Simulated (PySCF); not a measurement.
C4H6O, charge +1, doublet, SMILES `[O+]=C1CCC1`.

Computed with PySCF, PBE0/def2-SVPD, geometry: GFN2-xTB. No frequency check shows the geometry to be a minimum. The stability of the open-shell solution wasn't checked. GFN2-xTB doesn't know the spin state, so this open-shell geometry is rough.

Input

```python
import numpy as np
from pyscf import gto, scf, dft
from pyscf.scf import atom_ks, atom_hf
from scipy.linalg import block_diag

def solve(mol, dm0=None, hcore=None):
    mf = (dft.UKS if mol.spin else dft.RKS)(mol, xc='pbe0')
    mf.grids.level = 3
    mf = mf.density_fit(auxbasis='def2-universal-jkfit')
    mf.conv_tol, mf.max_cycle = 1e-8, 80
    if hcore is not None:
        mf.get_hcore = lambda *args: hcore
    mf.kernel(dm0)
    if not mf.converged:
        mf = mf.newton().run(mf.mo_coeff, mf.mo_occ, max_cycle=30)
    assert mf.converged, 'SCF not converged'
    return mf

mol = gto.M(atom='''
O     -1.89375     0.00001     0.00027
C     -0.73074    -0.00005    -0.00035
C      0.39972    -1.03397    -0.00015
C      1.52447     0.00002     0.00038
C      0.39975     1.03398    -0.00010
H      0.32246    -1.63935    -0.90758
H      0.32269    -1.63935     0.90726
H      2.15034     0.00022    -0.88744
H      2.15038    -0.00027     0.88711
H      0.32256     1.63936     0.90733
H      0.32233     1.63945    -0.90751
''', basis='def2-svpd', charge=1, spin=1, verbose=4)
mf = solve(mol)
mf.analyze()
# spherically averaged free atoms, for the promolecule
atm = atom_ks.get_atm_nrks(mol, xc='pbe0')
pro = block_diag(*[(atm[a[0]][2] * atm[a[0]][3]) @ atm[a[0]][2].T for a in mol._atom])
np.savez('result.npz', e=mf.e_tot, c=mf.mo_coeff, occ=mf.mo_occ, eps=mf.mo_energy, pro=pro, dip=mf.dip_moment(verbose=0), s2=mf.spin_square()[0])
```

Run with:

```sh
OMP_NUM_THREADS=1 python input.py
```

The run took 24 s on 1 thread of Intel(R) Xeon(R) Platinum 8375C CPU @ 2.90GHz (Ice Lake), with other jobs on the host, peak memory 0.59 GiB.

Partitions, critical points and surface values were worked out afterwards from this run's density.

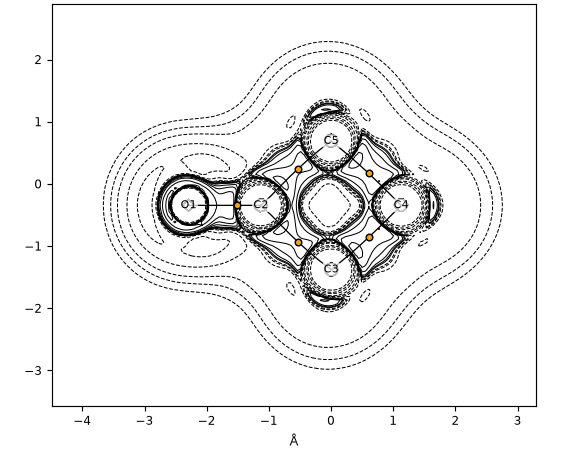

Negative Laplacian of the density (−∇²ρ) in the plane of O1, C2, C3, C4 and C5 (solid lines positive, dashed lines negative, contours at ±0.02 to ±8 a.u.), with bond paths and bond critical points (dots).

Question: Sort the bonds in the plane by the sign of ∇²ρ at their critical points.

Answer: Concentrated (∇²ρ < 0): C4–C5 and C3–C4 (−0.55 a.u.); C2–C3 and C2–C5 (−0.45 a.u.). Depleted (∇²ρ > 0): O1–C2 (+0.97 a.u., H = −0.792). A positive Laplacian with clearly negative H marks a strongly polar covalent bond, whose critical point lies close to the core of the less electronegative atom.

Question: Where along O1–C2 does the critical point lie?

Answer: 0.78 Å from O1 and 0.38 Å from C2.
